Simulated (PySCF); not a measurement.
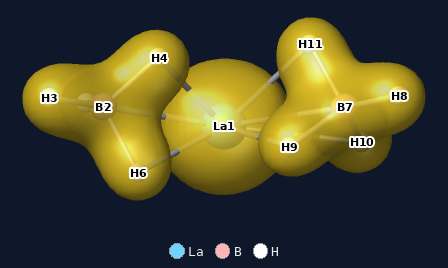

B2H8La (charge +1). Isosurface of the electron density at 0.4 e/Å³ (yellow), seen from one side.

Core potentials replace the inner electrons of La.

Level of theory: PySCF 2.14.0, RKS PBE0, La def2-SVP with ECP46, B def2-SVP, H def2-SVP; non-relativistic Hamiltonian with scalar-relativistic core potentials where named; density fitting.

The calculation's input:

```
mol = gto.M(atom='''
La    -0.00003    -0.00002    -0.53535
B      2.04781     0.00478     0.92341
H      2.96456     0.03145     1.69644
H      1.11281    -0.77246     1.29112
H      2.33696    -0.33428    -0.25256
H      1.45559     1.12601     0.80688
B     -2.04780    -0.00478     0.92348
H     -2.96466    -0.03141     1.69639
H     -1.11280     0.77244     1.29125
H     -2.33681     0.33430    -0.25253
H     -1.45564    -1.12604     0.80697''',
    basis={'La': 'def2-SVP', 'B': 'def2-SVP', 'H': 'def2-SVP'},
    ecp={'La': 'def2-SVP'},
    charge=1, spin=0)
mf = dft.RKS(mol, xc='PBE0')
mf.grids.atom_grid = (75, 302)  # f atoms: at least (60, 302), unpruned
mf = mf.density_fit()  # La def2-universal-JKFIT, B def2-universal-JKFIT, H def2-universal-JKFIT
mf.conv_tol = 1e-09; mf.max_cycle = 55
mf.kernel(dm0)
```

Run with:

```sh
OMP_NUM_THREADS=2 python run.py
```

**How is the density connected at this value?**

At this value the surface falls into three separate pieces. It bridges the sampled B–H (1.20 Å) contacts, where the density stays above the isovalue. It is pinched off along the sampled La–B (2.51 Å) and La–H (2.27 Å) contacts. On the grid the lowest density along these lines, outside the cores, is 0.34 e/Å³ (La–B, 2.51 Å), 1.1 e/Å³ (B–H, 1.20 Å) and 0.34 e/Å³ (La–H, 2.27 Å).
